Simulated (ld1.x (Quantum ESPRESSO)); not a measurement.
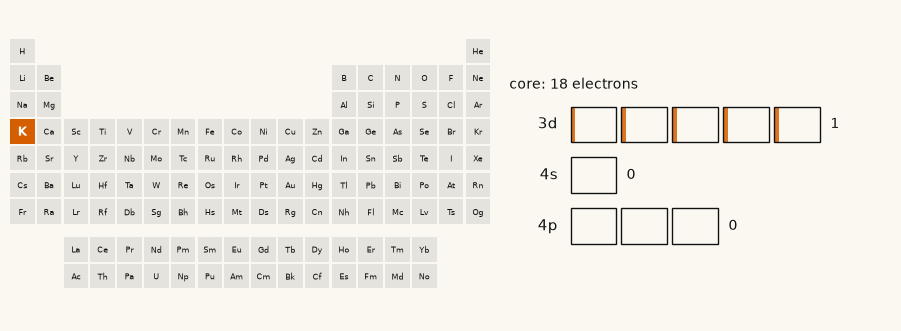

Left, the place of potassium in the periodic table; right, the valence shells of the reference configuration: a box for each of the 2l + 1 orbitals, shaded by the share of the shell that is filled, with the electron count at the right. The shells are those of the unaltered input.

## Pseudopotential generation for K

Potassium (K, Z = 19), core [Ar], reference valence 3d1 4s0 4p0, valence charge 1. (This line and the method describe the unaltered input from which the odd one was made.) Computed at this level: ultrasoft potential, LDA (PZ), scalar-relativistic, made with ld1.x (Quantum ESPRESSO) 7.5.

**Outcome**

- outcome: generated; ld1.x warns of wrong node counts
- hardware: 1 CPU thread, shared host
- wall time: 0.91 s

**What is odd here**

The input is odd on purpose: mixing beta=0.95. The program ran to the end. The all-electron atom is untouched: its total energy equals that from the unaltered input (−1200.9276 Ry). The pseudo-atom's energy and levels in the reference configuration are also those from the unaltered input, so the oddity leaves no trace there. The pseudo-atom meets the occupied all-electron levels that the test lists within 0.00001 Ry. No test for ghost states or cutoffs was run on this potential, so its soundness isn't shown. ld1.x warns that it found 1 node in place of 0 for 4s and 1 node in place of 0 for 4p. It picks states by counting nodes, so it can end on another state than the one meant. The reference test prints no difference at all for these shells, which can mean that ld1.x kept the all-electron value without solving for the state.

**The input**
```
 &input
   title='K', zed=19., rel=1, dft='PZ', iswitch=3, beta=0.95,
   config='[Ar] 3d1 4s0 4p0 4f-2',
   nld=4, rlderiv=4.95, eminld=-2.0, emaxld=5.0, deld=0.02
 /
 &inputp
   pseudotype=3, tm=.true., lloc=-2, rcloc=3.15,
   nlcc=.true., rcore=1.85,
   which_augfun='PSQ', rmatch_augfun_nc=.true.,
   file_pseudopw='K.UPF', file_wfcaegen='ae.wfc', file_wfcncgen='nc.wfc', file_beta='beta', file_chi='chi', file_wfcusgen='us.wfc'
 /
8
4S  1  0   0.00   0.00  2.90  4.05  0.0
4S  1  0   0.00   0.25  2.90  4.05  0.0
4P  2  1   0.00   0.00  3.20  3.50  0.0
4P  2  1   0.00   1.60  3.20  3.50  0.0
3D  3  2   1.00   0.00  4.25  4.55  0.0
3D  3  2   0.00   0.55  4.25  4.55  0.0
4F  4  3  -2.00   0.05  3.35  3.70  0.0
4F  4  3  -2.00   0.40  3.35  3.70  0.0
 &test
   configts(1)='3d1 4s0 4p0'
 /
```

Command:
```bash
ld1.x < K.in > K.out
```

**The program's output**
```
     Program LD1 v.7.5
     --------------------------- All-electron run ----------------------------

     K
     scalar relativistic calculation

     atomic number is 19.00
     dft =PZ   lsd =0 sic =0 latt =0  beta=0.95 tr2=1.0E-14
     Exchange-correlation= PZ
                           (   1   1   0   0   0   0   0)
     mesh =1165 r(mesh) = 100.03909 a.u. xmin = -7.00 dx = 0.01250
     1 Ry =  13.60569312 eV, c = 137.03599908

     n l     nl                  e(Ry)          e(Ha)          e(eV)
     1 0     1S 1( 2.00)      -258.2042      -129.1021     -3513.0467
     2 0     2S 1( 2.00)       -25.9920       -12.9960      -353.6398
     2 1     2P 1( 6.00)       -20.6840       -10.3420      -281.4208
     3 0     3S 1( 2.00)        -2.6848        -1.3424       -36.5291
     3 1     3P 1( 6.00)        -1.4842        -0.7421       -20.1933
     3 2     3D 1( 1.00)        -0.0460        -0.0230        -0.6261
     4 0     4S 1( 0.00)        -0.2309        -0.1155        -3.1416
     4 1     4P 1( 0.00)        -0.1092        -0.0546        -1.4858

     final scf error:  4.6E-16 reached in  17 iterations

     Etot =   -1200.927640 Ry,    -600.463820 Ha,  -16339.452936 eV

     Ekin =    1207.320254 Ry,     603.660127 Ha,   16426.428878 eV
     Encl =   -2859.336456 Ry,   -1429.668228 Ha,  -38903.254360 eV
     Eh   =     514.600517 Ry,     257.300259 Ha,    7001.496718 eV
     Exc  =     -63.511955 Ry,     -31.755978 Ha,    -864.124173 eV

     normalization and overlap integrals

     s(1S/1S) =  1.000000  <r> =   0.0812  <r2> =    0.0089  r(max) =   0.0533
     s(2S/2S) =  1.000000  <r> =   0.3890  <r2> =    0.1794  r(max) =   0.3184
     s(2P/2P) =  1.000000  <r> =   0.3512  <r2> =    0.1530  r(max) =   0.2640
     s(3S/3S) =  1.000000  <r> =   1.2711  <r2> =    1.8746  r(max) =   1.0704
     s(3P/3P) =  1.000000  <r> =   1.4367  <r2> =    2.4585  r(max) =   1.1538
     s(3D/3D) =  1.000000  <r> =   7.9033  <r2> =   81.5004  r(max) =   6.9801
     s(4S/4S) =  1.000000  <r> =   4.7847  <r2> =   26.6688  r(max) =   3.8308
     s(4P/4P) =  1.000000  <r> =   7.0526  <r2> =   57.8954  r(max) =   5.7867

     ------------------------ End of All-electron run ------------------------

     --------------------- Generating US pseudopotential ---------------------

      Generating local potential from pseudized AE potential:
      Matching radius rcloc =   3.1500
      Enforcing V''(0)=0 (lloc=-2)

      Local pseudo, rcloc= 3.176 Estimated cut-off energy=     3.14 Ry

      Computing core charge for nlcc:

       r > 1.86 : true rho core
       r < 1.86 : rho core = a sin(br)/r    a=   2.97  b=   1.39

      Integrated core pseudo-charge :   5.70
      Wfc-us  4S rcutus= 4.078  Estimated cut-off energy=     7.46 Ry
      Wfc-us  4S rcutus= 4.078  Estimated cut-off energy=     3.84 Ry
      Wfc-us  4P rcutus= 3.510  Estimated cut-off energy=    13.65 Ry
      Wfc-us  4P rcutus= 3.510  Estimated cut-off energy=     9.20 Ry
      Wfc-us  3D rcutus= 4.507  Estimated cut-off energy=     5.41 Ry
      Wfc-us  3D rcutus= 4.507  Estimated cut-off energy=     5.16 Ry
      Wfc-us  4F rcutus= 3.690  Estimated cut-off energy=    10.21 Ry
      Wfc-us  4F rcutus= 3.690  Estimated cut-off energy=    10.47 Ry

      Problem with multipole  3  1:  7  3 l3=  4      0.0000896
      Problem with multipole  3  1:  8  3 l3=  4      0.0000430
      Problem with multipole  6  2:  7  3 l3=  5      0.0000105
      Problem with multipole  6  2:  8  3 l3=  5      0.0000114
      Problem with multipole  7  3:  7  3 l3=  6     -0.0000398
      Problem with multipole  7  3:  8  3 l3=  6     -0.0000382
      Problem with multipole  8  3:  8  3 l3=  6     -0.0000367

     Q pseudized with Bessel functions
     Expected ecutrho=      51.0543 due to l1=  3   l2=  3

     ------------------- End of pseudopotential generation -------------------

     --------------------------- All-electron run ----------------------------

     K
     scalar relativistic calculation

     atomic number is 19.00
     dft =PZ   lsd =0 sic =0 latt =0  beta=0.95 tr2=1.0E-14
     Exchange-correlation= PZ
                           (   1   1   0   0   0   0   0)
     mesh =1165 r(mesh) = 100.03909 a.u. xmin = -7.00 dx = 0.01250
     1 Ry =  13.60569312 eV, c = 137.03599908

     n l     nl                  e(Ry)          e(Ha)          e(eV)
     1 0     1S 1( 2.00)      -258.2042      -129.1021     -3513.0467
     2 0     2S 1( 2.00)       -25.9920       -12.9960      -353.6398
     2 1     2P 1( 6.00)       -20.6840       -10.3420      -281.4208
     3 0     3S 1( 2.00)        -2.6848        -1.3424       -36.5291
     3 1     3P 1( 6.00)        -1.4842        -0.7421       -20.1933
     3 2     3D 1( 1.00)        -0.0460        -0.0230        -0.6261
     4 0     4S 1( 0.00)        -0.2309        -0.1155        -3.1416
     4 1     4P 1( 0.00)        -0.1092        -0.0546        -1.4858

     final scf error:  4.6E-16 reached in  17 iterations

     Etot =   -1200.927640 Ry,    -600.463820 Ha,  -16339.452936 eV

     Ekin =    1207.320254 Ry,     603.660127 Ha,   16426.428878 eV
     Encl =   -2859.336456 Ry,   -1429.668228 Ha,  -38903.254360 eV
     Eh   =     514.600517 Ry,     257.300259 Ha,    7001.496718 eV
     Exc  =     -63.511955 Ry,     -31.755978 Ha,    -864.124173 eV

     normalization and overlap integrals

     s(1S/1S) =  1.000000  <r> =   0.0812  <r2> =    0.0089  r(max) =   0.0533
     s(2S/2S) =  1.000000  <r> =   0.3890  <r2> =    0.1794  r(max) =   0.3184
     s(2P/2P) =  1.000000  <r> =   0.3512  <r2> =    0.1530  r(max) =   0.2640
     s(3S/3S) =  1.000000  <r> =   1.2711  <r2> =    1.8746  r(max) =   1.0704
     s(3P/3P) =  1.000000  <r> =   1.4367  <r2> =    2.4585  r(max) =   1.1538
     s(3D/3D) =  1.000000  <r> =   7.9033  <r2> =   81.5004  r(max) =   6.9801
     s(4S/4S) =  1.000000  <r> =   4.7847  <r2> =   26.6688  r(max) =   3.8308
     s(4P/4P) =  1.000000  <r> =   7.0526  <r2> =   57.8954  r(max) =   5.7867

     ------------------------ End of All-electron run ------------------------

     Computing logarithmic derivative in   4.94972

       Warning: n=1, l=0 expected 0 nodes, found 1
       Setting wfc to zero for this iteration
       (This warning will only be printed once per wavefunction)

       Zero norm: self consistency problem; state:  2 (l=  0, j=0.0)

       Warning: n=2, l=1 expected 0 nodes, found 1
       Setting wfc to zero for this iteration
       (This warning will only be printed once per wavefunction)

       Zero norm: self consistency problem; state:  3 (l=  1, j=0.0)
     Computing logarithmic derivative in   4.94972
     Computing the partial wave expansion
     R is outside the sphere for l=    0 j= 0.00
     R is outside the sphere for l=    0 j= 0.00
     R is outside the sphere for l=    1 j= 0.00
     R is outside the sphere for l=    1 j= 0.00
     R is outside the sphere for l=    2 j= 0.00
     R is outside the sphere for l=    2 j= 0.00
     R is outside the sphere for l=    3 j= 0.00
     R is outside the sphere for l=    3 j= 0.00

     ---------------------- Testing the pseudopotential ----------------------

     K
     scalar relativistic calculation

     atomic number is 19.00   valence charge is  1.00
     dft =PZ   lsd =0 sic =0 latt =0  beta=0.95 tr2=1.0E-14
     mesh =1165 r(mesh) = 100.03909 xmin = -7.00 dx = 0.01250

     n l     nl             e AE (Ry)        e PS (Ry)    De AE-PS (Ry)
     3 2     3D   1( 1.00)       -0.04602       -0.04602       -0.00000
     1 0     4S   1( 0.00)       -0.23090       -0.23090        0.00000
     2 1     4P   1( 0.00)       -0.10921       -0.10921        0.00000

     eps = 2.7E-16  iter =  3

     Etot =   -1200.927640 Ry,    -600.463820 Ha,  -16339.452936 eV
     Etotps =    -4.825531 Ry,      -2.412765 Ha,     -65.654687 eV

     Ekin =       0.201401 Ry,       0.100701 Ha,       2.740202 eV
     Encl =      -0.331829 Ry,      -0.165915 Ha,      -4.514767 eV
     Ehrt =       0.118025 Ry,       0.059012 Ha,       1.605806 eV
     Ecxc =      -4.896410 Ry,      -2.448205 Ha,     -66.619049 eV
     (Ecc =      -4.684869 Ry,      -2.342434 Ha,     -63.740885 eV)
     Epseu=       0.083283 Ry,       0.041641 Ha,       1.133121 eV

     ---------------------- End of pseudopotential test ----------------------
```
